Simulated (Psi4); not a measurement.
# HF/STO-3G run of GeH2ClF (SMILES [F][GeH2][Cl])

What is the vertical ionisation energy of GeH2ClF at HF/STO-3G? 

The calculation is run with Psi4 1.11.

1 further run of the same task is left out (set aside as unsound or not needed).

## 1. The system as given

GeH2ClF: 5 atoms, total charge 0, spin state singlet. SMILES: `[F][GeH2][Cl]`. Geometry: relaxed at PBE0-D4/def2-TZVP.

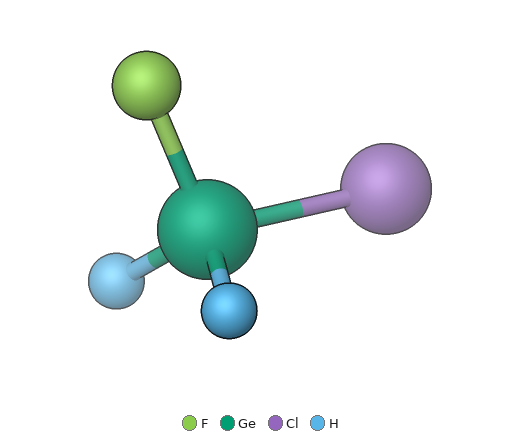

The structure, seen from a chosen angle (fluorine green, germanium teal, chlorine purple, hydrogen blue).

## 2. Energy and forces at HF/STO-3G

calc.in reads:

```
memory 1600 MB

molecule {
  0 1
  F
  Ge 1 r2
  Cl 2 r3 1 a3
  H 2 r4 1 a4 3 d4
  H 2 r5 4 a5 1 d5

  r2 = 1.729602
  r3 = 2.132667
  a3 = 106.40965
  r4 = 1.528174
  a4 = 107.09014
  d4 = -116.61996
  r5 = 1.528095
  a5 = 117.41219
  d5 = 120.38195
  symmetry c1
}

set globals {
  basis         STO-3G
  reference     rhf
  puream        true
  e_convergence 1e-09
  d_convergence 1e-08
  scf_type      pk
}

E, wfn = gradient('hf', return_wfn=True)
oeprop(wfn, 'WIBERG_LOWDIN_INDICES', 'MAYER_INDICES', 'DIPOLE')
```

Started as:

```console
psi4 calc.in calc.out -n 1
```

calc.out:

```text
[...]
  Running in c1 symmetry.
[...]
  Nuclear repulsion =  281.182580258705059
[...]
  Multiplicity = 1
[...]
  Nalpha       = 30
  Nbeta        = 30
[...]
    Number of basis functions: 34
[...]
   @RHF iter   1: -2605.41183520319601   -3.22593e+00   1.62452e-02 ADIIS/DIIS
[...]
   @RHF iter  10: -2605.60317067892083   -3.63798e-12   3.43361e-09 DIIS
[...]
    Orbital Energies [Eh]
    ---------------------
    Doubly Occupied:
       1A   -400.649436     2A   -103.638219     3A    -50.490996
       4A    -45.555308     5A    -45.554931     6A    -45.554344
       7A    -25.860057     8A    -10.330755     9A     -7.774389
      10A     -7.769158    11A     -7.769099    12A     -6.576122
      13A     -4.619393    14A     -4.616900    15A     -4.615574
      16A     -1.444276    17A     -1.005588    18A     -0.759362
      19A     -0.757725    20A     -0.755142    21A     -0.754578
      22A     -0.753419    23A     -0.668990    24A     -0.528066
      25A     -0.494735    26A     -0.466473    27A     -0.427906
      28A     -0.408261    29A     -0.382364    30A     -0.377843
[...]
  @RHF Final Energy: -2605.60317067892083
   => Energetics <=
    Nuclear Repulsion Energy =            281.1825802587050589
    One-Electron Energy =               -4210.8526798853445143
    Two-Electron Energy =                1324.0669289477186794
    Total Energy =                      -2605.6031706789208329
[...]
  -Total Gradient:
     Atom            X                  Y                   Z
    ------   -----------------  -----------------  -----------------
       1        0.000001112030     0.001839047130    -0.025877944211
       2        0.000023202705    -0.035345950899     0.017010464750
       3       -0.000001488689     0.003993465057    -0.002471820698
       4       -0.031533200656     0.014760233833     0.005675179998
       5        0.031510374611     0.014753205012     0.005664120163
[...]
 Multipole Moments:
 ------------------------------------------------------------------------------------
     Multipole            Electronic (a.u.)      Nuclear  (a.u.)        Total (a.u.)
 ------------------------------------------------------------------------------------
 L = 1.  Multiply by 2.5417464519 to convert [e a0] to [Debye]
 Dipole X            :          0.0001085           -0.0000940            0.0000145
 Dipole Y            :          3.0853712           -1.9585167            1.1268545
 Dipole Z            :         -0.9404667            1.1378329            0.1973662
 Magnitude           :                                                    1.1440081
[...]
```

Run time: 2.8 s. Hardware: 1 thread of AMD EPYC 7R43 (Zen 3), shared host; peak memory 0.2 GiB.

## 3. The doublet cation: the energy at UHF/STO-3G

run.py reads:

```python
import psi4

psi4.set_memory(1600000000)
psi4.set_num_threads(1)
psi4.set_output_file('psi4.out', False)

mol = psi4.geometry("""
1 2
F     -0.45731372    -0.95998087     3.00201892
Ge     0.26437268    -0.16856357    -0.08598254
Cl    -2.62728623     2.35252005    -1.32072959
H      0.12774549    -2.59931828    -1.63914844
H      2.78677912     1.23625883    -0.03458199
units bohr
symmetry c1
""")

options = {'basis': 'STO-3G', 'reference': 'uhf', 'puream': True, 'e_convergence': 1e-09, 'd_convergence': 1e-08, 'scf_type': 'pk', 'maxiter': 200}
psi4.set_options(options)

e, wfn = psi4.energy('hf', molecule=mol, return_wfn=True)
print(f'hf energy: {e:.10f} Eh')
for k, v in sorted(psi4.core.scalar_variables().items()):
    print(f'{k:45s} {v:18.10f}')
```

Started as:

```console
python run.py
```

psi4.out:

```text
[...]
  Running in c1 symmetry.
[...]
  Nuclear repulsion =  281.182607137029891
[...]
  Multiplicity = 2
[...]
  Nalpha       = 30
  Nbeta        = 29
[...]
    Number of basis functions: 34
[...]
   @UHF iter   1: -2605.02899992315633   -2.84309e+00   1.68075e-02 DIIS/ADIIS
[...]
   @UHF iter  17: -2605.25568373270744   -1.81899e-12   5.52703e-09 DIIS
[...]
   @S^2 Observed:                7.524112444E-01
[...]
    Orbital Energies [Eh]
    ---------------------
    Alpha Occupied:
       1A   -400.913228     2A   -104.210590     3A    -50.754687
       4A    -45.819348     5A    -45.818287     6A    -45.817818
       7A    -26.114027     8A    -10.874283     9A     -8.331999
      10A     -8.312797    11A     -8.307575    12A     -6.838833
      13A     -4.884115    14A     -4.877550    15A     -4.877044
      16A     -1.667079    17A     -1.447177    18A     -1.024170
      19A     -1.021633    20A     -1.020811    21A     -1.015318
      22A     -1.013064    23A     -0.946028    24A     -0.886009
      25A     -0.823054    26A     -0.803184    27A     -0.743544
      28A     -0.675584    29A     -0.667226    30A     -0.642612
    Alpha Virtual:
[...]
  @UHF Final Energy: -2605.25568373270744
   => Energetics <=
    Nuclear Repulsion Energy =            281.1826071370298905
    One-Electron Energy =               -4191.7302697693448863
    Two-Electron Energy =                1305.2919788996077841
    Total Energy =                      -2605.2556837327074390
  UHF NO Occupations:
  HONO-2 :   28  A 1.9995589
  HONO-1 :   29  A 1.9994716
[...]
 Multipole Moments:
 ------------------------------------------------------------------------------------
     Multipole            Electronic (a.u.)      Nuclear  (a.u.)        Total (a.u.)
 ------------------------------------------------------------------------------------
 L = 1.  Multiply by 2.5417464519 to convert [e a0] to [Debye]
 Dipole X            :          1.2353644           -1.3410865           -0.1057221
 Dipole Y            :         -0.8999452            1.4129620            0.5130169
 Dipole Z            :          0.1043399           -1.1556266           -1.0512867
 Magnitude           :                                                    1.1745498
[...]
```

Standard output:

```text
hf energy: -2605.2556837327 Eh
CURRENT ENERGY                                  -2605.2556837327
CURRENT REFERENCE ENERGY                        -2605.2556837327
DD SOLVATION ENERGY                                 0.0000000000
HF KINETIC ENERGY                                2594.6815782773
HF POTENTIAL ENERGY                             -5199.9372620100
HF TOTAL ENERGY                                 -2605.2556837327
HF VIRIAL RATIO                                     2.0040752999
NUCLEAR REPULSION ENERGY                          281.1826071370
ONE-ELECTRON ENERGY                             -4191.7302697693
PCM POLARIZATION ENERGY                             0.0000000000
PE ENERGY                                           0.0000000000
SCF ITERATION ENERGY                            -2605.2556837327
SCF ITERATIONS                                     17.0000000000
SCF TOTAL ENERGY                                -2605.2556837327
TWO-ELECTRON ENERGY                              1305.2919788996
```

Run time: 2.5 s. Hardware: 1 thread of AMD EPYC 7R43 (Zen 3), shared host; peak memory 0.19 GiB.

## 4. What came out

Level: HF/STO-3G.

| quantity | value |
| --- | --- |
| singlet GeH2ClF: total energy | -2605.60317 Eh |
| singlet GeH2ClF: dipole moment | 2.91 D |
| singlet GeH2ClF: HOMO energy | -10.28 eV |
| singlet GeH2ClF: LUMO energy | 8.61 eV |
| singlet GeH2ClF: HOMO–LUMO gap | 18.90 eV |
| singlet GeH2ClF: largest force on an atom | 2.017 eV/Å |
| doublet cation: total energy | -2605.25568 Eh |
| doublet cation: HOMO energy (highest over α and β) | -17.41 eV |
| doublet cation: LUMO energy (lowest over α and β) | -8.56 eV |
| doublet cation: ⟨S²⟩ | 0.752 |
| vertical ionisation energy (to the doublet cation) | 9.456 eV |

What this shows: Removing an electron at fixed nuclei costs 9.46 eV (912 kJ/mol). The largest force (singlet GeH2ClF) is 2.02 eV/Å: the shape isn't a stationary point for this species at this level. −ε(HOMO) before ionisation, 10.28 eV, is 0.83 eV above this ionisation energy. In a minimal basis such a difference can be off by several eV, whatever the method.
